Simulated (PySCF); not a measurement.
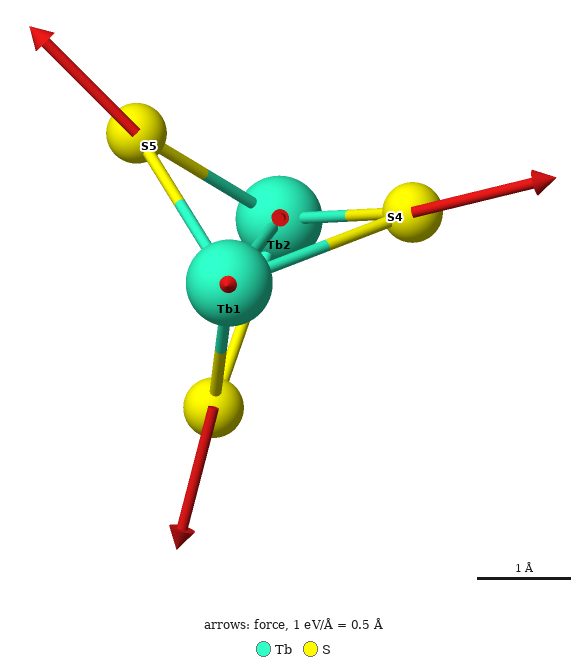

Starting geometry of Tb2S3 with the computed forces as red arrows. The picture is a ball-and-stick view, seen from a free direction.

All numbers below come from RKS B3LYP, Tb lcecp-1-SVP with ECP54, S def2-SVP; non-relativistic Hamiltonian with scalar-relativistic core potentials; density fitting (PySCF). Settings: symmetry kept (D3h).

Is this structure relaxed? If not, where do the atoms go?

It isn't relaxed: the largest force vector, on S atoms, is 3.28 eV/Å. The atoms end up moving mostly along the starting forces (cosine between the two patterns 0.90). After 7 geometry steps the energy has fallen by 27.7 kcal/mol. Largest force component: 3.3 eV/Å at the start, 0.0016 eV/Å at the end. The largest moves after the best rigid fit, 0.26 Å, are those of S atoms. By element the largest moves are S 0.26 Å, Tb 0.12 Å. Some distances before and after: Tb–Tb 3.345 → 3.101 Å, S–Tb 2.460 → 2.584 Å. Bond angles that change, for instance: Tb–S–Tb 85.7° → 73.7°, S–Tb–S 78.8° → 87.7°, Tb–Tb–S 47.2° → 53.1°. Cost: 92 s on 2 threads of Arm Neoverse V2, on a shared host, peak memory 0.96 GiB.
